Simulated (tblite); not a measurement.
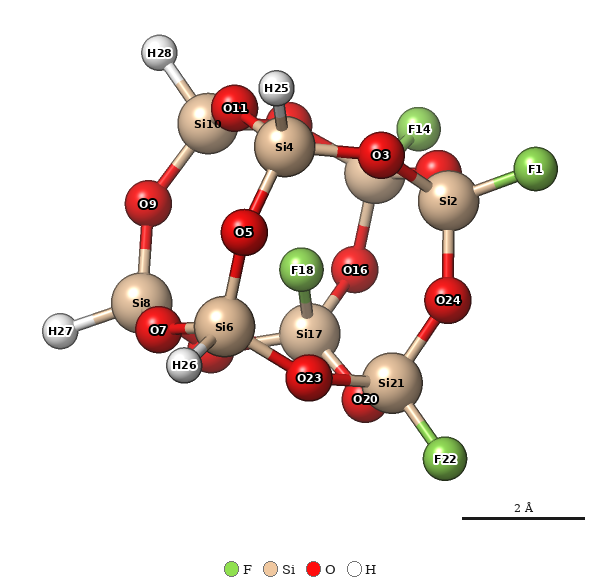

The starting structure (ball-and-stick view, seen at a tilt; atoms are numbered from 1 in the order of the input). Bond lengths as drawn: F–Si 1.60 to 1.63 Å, H–Si 1.47 to 1.48 Å and O–Si 1.63 to 1.69 Å.

# Geometry relaxation of Si$_{8}$H$_{4}$O$_{12}$F$_{4}$ (part 1 of 2)

The run: geometry relaxation of Si$_{8}$H$_{4}$O$_{12}$F$_{4}$. Method and program: GFN2-xTB geometry optimisation, gas phase (tblite 0.8.0).

**The input**
```
{"job": {"kind": "relax", "xc": "GFN2-xTB", "basis": "xTB"}, "charge": 0, "multiplicity": 1}
F      0.564800     2.902100    -3.065700
Si     0.313900     1.870600    -1.870400
O      0.865300     0.407200    -2.382400
Si     1.051900    -1.159000    -1.968700
O     -0.387500    -1.906700    -1.684300
Si    -1.724300    -1.916600    -0.731300
O     -1.327600    -2.296500     0.834700
Si    -0.442000    -1.839600     2.170800
O      1.181000    -1.725000     1.840800
Si     2.320100    -0.988500     0.891800
O      2.084100    -1.339000    -0.699900
O      2.450100     0.645400     1.126300
Si     1.663400     2.098200     0.975500
F      2.640700     3.261800     1.473100
O      1.207000     2.426800    -0.584500
O      0.301100     2.099600     1.969900
Si    -0.935900     1.027300     1.751600
F     -0.255400     0.280500     0.471400
O     -1.001600    -0.332800     2.694900
O     -2.284500     1.505200     0.929300
Si    -2.518400     1.141000    -0.702300
F     -3.921900     1.758000    -1.150400
O     -2.576500    -0.503400    -0.881700
O     -1.319700     1.837800    -1.596800
H      1.672200    -1.842900    -3.116700
H     -2.602000    -3.002400    -1.214900
H     -0.654500    -2.819800     3.254500
H      3.623600    -1.572900     1.273700
```

The first line tells a small driver script what to run in tblite; the rest is the geometry in Å.

Launched with:
```bash
OMP_NUM_THREADS=2 python <driver script> task.json out
```

**Log**
```
step      E/eV     max force
  0   -2318.31536    1.420
  1   -2318.55626    0.999
  2   -2318.94154    1.290
  3   -2319.15546    1.066
  4   -2319.24776    0.488
  5   -2319.26558    0.315
  6   -2319.27902    0.224
  7   -2319.28788    0.208
  8   -2319.29588    0.242
  9   -2319.30213    0.197
 10   -2319.30732    0.146
 11   -2319.31066    0.124
 12   -2319.31307    0.088
 13   -2319.31520    0.090
 14   -2319.31729    0.088
 15   -2319.31898    0.071
 16   -2319.32012    0.061
 17   -2319.32086    0.054
 18   -2319.32131    0.047
 19   -2319.32151    0.026
 20   -2319.32159    0.015
```

**Trajectory as extended XYZ (Å, eV, eV/Å), 17 of the 21 frames kept, from step=0 to step=20**
```
28
Properties=species:S:1:pos:R:3:forces:R:3 step=0 energy=-2318.31536
F     0.5648    2.9021   -3.0657   -0.1440  -0.3390   0.4850
Si    0.3139    1.8706   -1.8704    0.0430  -0.8080   0.7390
O     0.8653    0.4072   -2.3824   -0.4770   1.0250   0.4930
Si    1.0519   -1.1590   -1.9687    0.0390  -0.5520   0.2670
O    -0.3875   -1.9067   -1.6843    0.0100   0.4750   0.3650
Si   -1.7243   -1.9166   -0.7313    0.2620  -0.0920   0.1940
O    -1.3276   -2.2965    0.8347    0.4550   0.5980   0.2340
Si   -0.4420   -1.8396    2.1708    0.1260   0.0220  -0.7280
O     1.1810   -1.7250    1.8408   -0.6200   0.3410  -0.2100
Si    2.3201   -0.9885    0.8918   -0.1210  -0.2140  -0.1940
O     2.0841   -1.3390   -0.6999   -0.4320   0.3760   0.3380
O     2.4501    0.6454    1.1263   -0.7940   0.9010  -0.1990
Si    1.6634    2.0982    0.9755   -0.5110  -1.1310  -0.4420
F     2.6407    3.2618    1.4731   -0.5310  -0.5250  -0.1940
O     1.2070    2.4268   -0.5845   -0.2640  -0.5380   0.3400
O     0.3011    2.0996    1.9699   -0.1520  -0.4530  -0.4270
Si   -0.9359    1.0273    1.7516    0.5570  -0.9850  -0.8590
F    -0.2554    0.2805    0.4714    0.3410  -0.2810  -0.5980
O    -1.0016   -0.3328    2.6949    0.0700   0.9240  -0.6650
O    -2.2845    1.5052    0.9293    0.5030  -0.2470  -0.1290
Si   -2.5184    1.1410   -0.7023    0.9860  -0.8500   0.3590
F    -3.9219    1.7580   -1.1504    0.6320  -0.2250   0.2640
O    -2.5765   -0.5034   -0.8817    0.2750   1.0420   0.1830
O    -1.3197    1.8378   -1.5968    0.1920  -0.3240   0.3860
H     1.6722   -1.8429   -3.1167   -0.2680   0.3140   0.4570
H    -2.6020   -3.0024   -1.2149    0.3740   0.5670   0.2510
H    -0.6545   -2.8198    3.2545    0.0840   0.6450  -0.5680
H     3.6236   -1.5729    1.2737   -0.6380   0.3320  -0.1430
28
Properties=species:S:1:pos:R:3:forces:R:3 step=1 energy=-2318.55626
F     0.5627    2.8972   -3.0587   -0.1590  -0.4200   0.5920
Si    0.3145    1.8591   -1.8599   -0.1400  -0.1270   0.6170
O     0.8584    0.4218   -2.3753   -0.1810  -0.0810   0.4240
Si    1.0525   -1.1669   -1.9649   -0.0660   0.1310   0.1420
O    -0.3874   -1.8999   -1.6791    0.0020   0.3770   0.3210
Si   -1.7206   -1.9179   -0.7285    0.0730   0.2770   0.2240
O    -1.3211   -2.2880    0.8380    0.2790   0.4680  -0.0280
Si   -0.4402   -1.8393    2.1604    0.0120   0.2830  -0.3520
O     1.1722   -1.7201    1.8378   -0.3320   0.3360  -0.2810
Si    2.3184   -0.9915    0.8890   -0.2170   0.2070   0.0240
O     2.0779   -1.3336   -0.6951   -0.3710   0.2850   0.2230
O     2.4387    0.6583    1.1235   -0.4870  -0.0130  -0.1910
Si    1.6561    2.0821    0.9692   -0.5410  -0.3780  -0.2330
F     2.6331    3.2543    1.4703   -0.6130  -0.6340  -0.2410
O     1.2033    2.4191   -0.5796   -0.2490  -0.4710   0.2230
O     0.2989    2.0931    1.9638   -0.1810  -0.4710  -0.3890
Si   -0.9279    1.0132    1.7394    0.4250  -0.4070  -0.8080
F    -0.2505    0.2765    0.4629    0.4370  -0.4480  -0.7700
O    -1.0006   -0.3196    2.6854    0.1140   0.3670  -0.4810
O    -2.2773    1.5017    0.9275    0.5030  -0.2690  -0.0720
Si   -2.5043    1.1289   -0.6972    0.6250  -0.1050   0.3180
F    -3.9129    1.7548   -1.1466    0.7850  -0.3040   0.3130
O    -2.5726   -0.4885   -0.8791    0.4110   0.1010   0.1430
O    -1.3169    1.8332   -1.5913    0.2170  -0.2980   0.3400
H     1.6684   -1.8384   -3.1101   -0.2040   0.2430   0.3460
H    -2.5966   -2.9943   -1.2114    0.3040   0.4780   0.2190
H    -0.6533   -2.8106    3.2464    0.0710   0.5950  -0.5160
H     3.6144   -1.5682    1.2717   -0.5170   0.2790  -0.1060
28
Properties=species:S:1:pos:R:3:forces:R:3 step=2 energy=-2318.94154
F     0.5550    2.8774   -3.0306   -0.1390  -0.3390   0.5520
Si    0.3103    1.8424   -1.8270   -0.2890   0.4720   0.1930
O     0.8449    0.4345   -2.3530    0.1990  -1.1830   0.1860
Si    1.0508   -1.1707   -1.9558   -0.2320   0.8090   0.1060
O    -0.3871   -1.8795   -1.6623   -0.0440   0.1550   0.1980
Si   -1.7140   -1.9096   -0.7177   -0.0230   0.6670   0.1380
O    -1.3044   -2.2625    0.8406   -0.1610   0.1210  -0.4650
Si   -0.4379   -1.8290    2.1370   -0.1160   0.6750   0.3390
O     1.1512   -1.7031    1.8248    0.2470   0.2710  -0.2860
Si    2.3090   -0.9876    0.8869   -0.4120   0.6320   0.2160
O     2.0583   -1.3179   -0.6822   -0.1820   0.1000   0.0150
O     2.4096    0.6715    1.1137    0.1660  -1.2780  -0.0710
Si    1.6294    2.0517    0.9544   -0.5050   0.6450   0.2550
F     2.6036    3.2241    1.4589   -0.5310  -0.5200  -0.2020
O     1.1906    2.3944   -0.5666   -0.1750  -0.1040  -0.1000
O     0.2903    2.0698    1.9436   -0.1540  -0.2530  -0.1950
Si   -0.9046    0.9840    1.6980    0.2160   0.3470  -0.6960
F    -0.2300    0.2565    0.4268    0.4960  -0.6110  -0.8940
O    -0.9955   -0.2928    2.6584    0.1220  -0.5940  -0.0020
O    -2.2520    1.4885    0.9230    0.3130  -0.1440   0.0470
Si   -2.4674    1.1123   -0.6806    0.0270   0.7840   0.2450
F    -3.8758    1.7407   -1.1316    0.7060  -0.2680   0.2970
O    -2.5540   -0.4691   -0.8713    0.3930  -1.1470   0.0480
O    -1.3064    1.8178   -1.5735    0.1860  -0.0740   0.1560
H     1.6571   -1.8251   -3.0910   -0.0460   0.0740   0.0710
H    -2.5803   -2.9689   -1.1999    0.1000   0.2320   0.1300
H    -0.6496   -2.7800    3.2197    0.0160   0.3970  -0.2870
H     3.5866   -1.5534    1.2658   -0.1790   0.1350   0.0080
28
Properties=species:S:1:pos:R:3:forces:R:3 step=4 energy=-2319.24776
F     0.5421    2.8482   -2.9838   -0.0330   0.1060   0.0350
Si    0.3000    1.8276   -1.7936    0.0620  -0.1440  -0.2820
O     0.8352    0.4184   -2.3236    0.0910  -0.2650  -0.0600
Si    1.0402   -1.1520   -1.9395   -0.0640   0.1530   0.0310
O    -0.3879   -1.8532   -1.6390    0.0200  -0.0570  -0.0820
Si   -1.7044   -1.8813   -0.7048    0.0580   0.0370  -0.1080
O    -1.2948   -2.2333    0.8292   -0.1550  -0.0850   0.0450
Si   -0.4392   -1.7922    2.1240   -0.0720   0.3090   0.1110
O     1.1388   -1.6764    1.8039    0.1160   0.0010   0.1130
Si    2.2842   -0.9658    0.8890   -0.0510   0.0010  -0.0480
O     2.0326   -1.2985   -0.6691    0.0710  -0.0560  -0.0940
O     2.3843    0.6502    1.1028    0.1310  -0.1100   0.1010
Si    1.5895    2.0310    0.9508    0.1440  -0.0440   0.1410
F     2.5566    3.1795    1.4424   -0.0160   0.1260   0.0970
O     1.1727    2.3716   -0.5576    0.0560   0.2840  -0.0350
O     0.2752    2.0420    1.9197   -0.1610   0.1290   0.1850
Si   -0.8704    0.9540    1.6285    0.1290  -0.2400  -0.2200
F    -0.1912    0.2139    0.3573    0.1880  -0.2740  -0.3580
O    -0.9864   -0.2842    2.6304    0.0380  -0.2290   0.0150
O    -2.2176    1.4737    0.9227   -0.0400   0.1120   0.1740
Si   -2.4285    1.1086   -0.6565   -0.1510  -0.0810  -0.0450
F    -3.8166    1.7195   -1.1059   -0.0390   0.0760   0.0840
O    -2.5249   -0.4775   -0.8608   -0.0940  -0.1000   0.0310
O    -1.2917    1.8036   -1.5508   -0.1300   0.1960  -0.0310
H     1.6441   -1.8088   -3.0694   -0.0010   0.0200  -0.0110
H    -2.5609   -2.9346   -1.1831   -0.0680   0.0200   0.0380
H    -0.6460   -2.7345    3.1842   -0.0590   0.0770   0.0960
H     3.5525   -1.5332    1.2611    0.0310   0.0380   0.0750
28
Properties=species:S:1:pos:R:3:forces:R:3 step=5 energy=-2319.26558
F     0.5408    2.8486   -2.9808   -0.0170   0.1360  -0.0390
Si    0.3006    1.8242   -1.7971    0.0520  -0.1130  -0.0880
O     0.8363    0.4129   -2.3232    0.0340   0.0390  -0.1070
Si    1.0384   -1.1483   -1.9381    0.0250  -0.1310   0.0150
O    -0.3876   -1.8529   -1.6393    0.0230  -0.0590  -0.0990
Si   -1.7029   -1.8792   -0.7061    0.0580  -0.0990  -0.0360
O    -1.2972   -2.2335    0.8292   -0.0940  -0.0370   0.0960
Si   -0.4406   -1.7847    2.1256   -0.0170   0.0400   0.0070
O     1.1404   -1.6750    1.8048    0.0180  -0.0100   0.1370
Si    2.2819   -0.9646    0.8883    0.0210  -0.1360  -0.0630
O     2.0326   -1.2985   -0.6701    0.0780  -0.0480  -0.0690
O     2.3855    0.6469    1.1041    0.0840   0.0870   0.1060
Si    1.5900    2.0293    0.9533    0.0720  -0.0570   0.0420
F     2.5539    3.1795    1.4432    0.0100   0.1420   0.1140
O     1.1728    2.3756   -0.5579    0.0150   0.1670  -0.0150
O     0.2717    2.0430    1.9218   -0.1120   0.0350   0.0900
Si   -0.8664    0.9484    1.6211    0.1190  -0.2190  -0.1790
F    -0.1859    0.2069    0.3475    0.1200  -0.1760  -0.2320
O    -0.9853   -0.2880    2.6294    0.0060   0.0040  -0.0280
O    -2.2167    1.4751    0.9258    0.0110   0.0340   0.0840
Si   -2.4294    1.1070   -0.6561   -0.0560  -0.0880   0.0130
F    -3.8143    1.7198   -1.1031   -0.1190   0.1030   0.0600
O    -2.5251   -0.4798   -0.8597   -0.1350   0.0470   0.0240
O    -1.2932    1.8064   -1.5502   -0.0700   0.1440  -0.0220
H     1.6435   -1.8076   -3.0686   -0.0180   0.0360   0.0180
H    -2.5612   -2.9326   -1.1816   -0.0630   0.0210   0.0320
H    -0.6469   -2.7309    3.1842   -0.0530   0.0940   0.0770
H     3.5514   -1.5316    1.2622    0.0100   0.0440   0.0630
28
Properties=species:S:1:pos:R:3:forces:R:3 step=6 energy=-2319.27902
F     0.5396    2.8517   -2.9795   -0.0130   0.1030  -0.0390
Si    0.3017    1.8206   -1.8008    0.0110   0.0190   0.0480
O     0.8381    0.4093   -2.3254    0.0070   0.1540  -0.1160
Si    1.0378   -1.1484   -1.9369    0.0690  -0.2110  -0.0270
O    -0.3869   -1.8540   -1.6417   -0.0110  -0.0680  -0.0810
Si   -1.7008   -1.8795   -0.7074    0.0160  -0.1190   0.0320
O    -1.3010   -2.2343    0.8308   -0.0390   0.0060   0.0930
Si   -0.4419   -1.7791    2.1271    0.0250  -0.1700  -0.0580
O     1.1422   -1.6743    1.8082   -0.0370  -0.0090   0.1140
Si    2.2808   -0.9663    0.8868    0.0550  -0.1290  -0.0260
O     2.0343   -1.2996   -0.6724    0.0880  -0.0440  -0.0190
O     2.3884    0.6455    1.1072    0.0300   0.1310   0.0820
Si    1.5915    2.0281    0.9561   -0.0120   0.0110  -0.0350
F     2.5522    3.1823    1.4462   -0.0150   0.0990   0.1040
O     1.1730    2.3816   -0.5586   -0.0150   0.0290   0.0390
O     0.2670    2.0440    1.9248   -0.0260  -0.0790  -0.0480
Si   -0.8613    0.9408    1.6122    0.0930  -0.1240  -0.1470
F    -0.1797    0.1983    0.3357    0.0560  -0.0820  -0.1050
O    -0.9844   -0.2908    2.6283   -0.0130   0.1620  -0.0660
O    -2.2155    1.4764    0.9295    0.0780  -0.0620  -0.0210
Si   -2.4313    1.1053   -0.6553    0.0080  -0.0030   0.0280
F    -3.8152    1.7221   -1.0998   -0.1150   0.0910   0.0620
O    -2.5280   -0.4816   -0.8586   -0.1070   0.0700   0.0220
O    -1.2955    1.8113   -1.5504   -0.0210   0.0530   0.0170
H     1.6427   -1.8062   -3.0677   -0.0110   0.0230   0.0050
H    -2.5628   -2.9308   -1.1799   -0.0610   0.0120   0.0220
H    -0.6486   -2.7263    3.1857   -0.0490   0.1000   0.0660
H     3.5510   -1.5295    1.2643    0.0090   0.0370   0.0540
28
Properties=species:S:1:pos:R:3:forces:R:3 step=8 energy=-2319.29588
F     0.5366    2.8596   -2.9772   -0.0180   0.0290   0.0140
Si    0.3027    1.8192   -1.8028   -0.0270   0.1150   0.0720
O     0.8411    0.4084   -2.3330   -0.0170   0.0810  -0.0110
Si    1.0395   -1.1546   -1.9369    0.0150   0.0110  -0.0420
O    -0.3874   -1.8590   -1.6480   -0.0430  -0.0580  -0.0070
Si   -1.6986   -1.8829   -0.7069   -0.0740   0.0130   0.0380
O    -1.3082   -2.2346    0.8362   -0.0030   0.0030  -0.0030
Si   -0.4426   -1.7785    2.1269    0.0210  -0.1220  -0.0140
O     1.1433   -1.6727    1.8173   -0.0010  -0.0020   0.0090
Si    2.2808   -0.9713    0.8853    0.0350   0.0610   0.0660
O     2.0408   -1.3034   -0.6757    0.0550  -0.0380   0.0300
O     2.3929    0.6466    1.1149   -0.0500   0.0280   0.0020
Si    1.5917    2.0288    0.9587   -0.0050   0.0660  -0.0310
F     2.5462    3.1889    1.4551   -0.0710   0.0160   0.0690
O     1.1717    2.3896   -0.5572   -0.0350  -0.0970   0.0380
O     0.2605    2.0394    1.9236    0.1120  -0.1270  -0.1730
Si   -0.8487    0.9253    1.5902    0.0280   0.0250  -0.0590
F    -0.1672    0.1811    0.3125   -0.0050   0.0100   0.0230
O    -0.9831   -0.2877    2.6221    0.0230   0.0490  -0.0910
O    -2.2083    1.4733    0.9320    0.0810  -0.1180  -0.1370
Si   -2.4337    1.1050   -0.6528   -0.0110   0.0630  -0.0280
F    -3.8193    1.7290   -1.0904   -0.0320   0.0430   0.0840
O    -2.5351   -0.4832   -0.8553    0.0100   0.0170   0.0210
O    -1.2986    1.8193   -1.5484    0.0440  -0.0550   0.0440
H     1.6416   -1.8035   -3.0672    0.0420  -0.0430  -0.0840
H    -2.5681   -2.9273   -1.1761   -0.0640  -0.0200   0.0090
H    -0.6538   -2.7137    3.1913   -0.0540   0.0450   0.1080
H     3.5507   -1.5246    1.2704    0.0440   0.0040   0.0530
28
Properties=species:S:1:pos:R:3:forces:R:3 step=9 energy=-2319.30213
F     0.5348    2.8637   -2.9758   -0.0190   0.0100   0.0350
Si    0.3026    1.8210   -1.8019   -0.0230   0.0820   0.0220
O     0.8419    0.4101   -2.3364   -0.0240   0.0150   0.0500
Si    1.0404   -1.1568   -1.9379   -0.0190   0.1010  -0.0220
O    -0.3887   -1.8625   -1.6508   -0.0250  -0.0250   0.0290
Si   -1.6993   -1.8840   -0.7058   -0.0800   0.0580   0.0010
O    -1.3114   -2.2346    0.8385    0.0020  -0.0160  -0.0420
Si   -0.4424   -1.7809    2.1263    0.0080  -0.0280   0.0260
O     1.1437   -1.6720    1.8214    0.0280  -0.0030  -0.0370
Si    2.2816   -0.9719    0.8862    0.0180   0.1080   0.0670
O     2.0449   -1.3059   -0.6764    0.0080  -0.0200   0.0320
O     2.3934    0.6481    1.1182   -0.0520  -0.0240  -0.0290
Si    1.5918    2.0302    0.9591    0.0440   0.0470  -0.0210
F     2.5418    3.1921    1.4606   -0.0740   0.0070   0.0580
O     1.1702    2.3907   -0.5555   -0.0190  -0.0900   0.0100
O     0.2603    2.0343    1.9190    0.1150  -0.0810  -0.1380
Si   -0.8425    0.9188    1.5790    0.0000   0.0430  -0.0160
F    -0.1617    0.1737    0.3027   -0.0090   0.0180   0.0330
O    -0.9819   -0.2851    2.6170    0.0440  -0.0630  -0.0760
O    -2.2031    1.4692    0.9298    0.0400  -0.0830  -0.1220
Si   -2.4348    1.1060   -0.6525   -0.0290   0.0390  -0.0730
F    -3.8217    1.7329   -1.0842   -0.0040   0.0280   0.0850
O    -2.5379   -0.4832   -0.8533    0.0460  -0.0040   0.0090
O    -1.2989    1.8214   -1.5464    0.0450  -0.0680   0.0280
H     1.6421   -1.8033   -3.0690    0.0460  -0.0500  -0.0910
H    -2.5719   -2.9261   -1.1741   -0.0610  -0.0240   0.0090
H    -0.6574   -2.7070    3.1963   -0.0550   0.0210   0.1210
H     3.5515   -1.5223    1.2743    0.0470  -0.0010   0.0520
28
Properties=species:S:1:pos:R:3:forces:R:3 step=10 energy=-2319.30732
F     0.5330    2.8677   -2.9741   -0.0180   0.0080   0.0410
Si    0.3022    1.8237   -1.8009   -0.0110   0.0200  -0.0280
O     0.8420    0.4125   -2.3384   -0.0250  -0.0390   0.0890
Si    1.0411   -1.1575   -1.9391   -0.0300   0.1170  -0.0010
O    -0.3901   -1.8660   -1.6527    0.0040   0.0200   0.0560
Si   -1.7014   -1.8842   -0.7050   -0.0500   0.0590  -0.0330
O    -1.3140   -2.2350    0.8400    0.0130  -0.0280  -0.0580
Si   -0.4421   -1.7838    2.1262    0.0010   0.0290   0.0420
O     1.1445   -1.6716    1.8244    0.0400  -0.0080  -0.0630
Si    2.2829   -0.9709    0.8880    0.0060   0.0870   0.0320
O     2.0486   -1.3084   -0.6764   -0.0450   0.0100   0.0280
O     2.3929    0.6494    1.1206   -0.0220  -0.0520  -0.0460
Si    1.5931    2.0320    0.9588    0.0810   0.0130  -0.0240
F     2.5368    3.1954    1.4668   -0.0570   0.0180   0.0520
O     1.1688    2.3900   -0.5540    0.0120  -0.0520  -0.0220
O     0.2623    2.0285    1.9126    0.0740  -0.0180  -0.0590
Si   -0.8371    0.9137    1.5693   -0.0190   0.0300   0.0170
F    -0.1574    0.1678    0.2952   -0.0020   0.0110   0.0180
O    -0.9801   -0.2840    2.6112    0.0490  -0.1300  -0.0460
O    -2.1981    1.4641    0.9256   -0.0070  -0.0280  -0.0710
Si   -2.4364    1.1072   -0.6538   -0.0300   0.0010  -0.0950
F    -3.8244    1.7371   -1.0773    0.0030   0.0240   0.0740
O    -2.5397   -0.4826   -0.8515    0.0500  -0.0170  -0.0150
O    -1.2984    1.8221   -1.5443    0.0270  -0.0550  -0.0040
H     1.6434   -1.8041   -3.0723    0.0260  -0.0270  -0.0530
H    -2.5765   -2.9256   -1.1723   -0.0500  -0.0130   0.0130
H    -0.6616   -2.7009    3.2032   -0.0490   0.0170   0.1090
H     3.5532   -1.5203    1.2788    0.0320   0.0050   0.0460
```
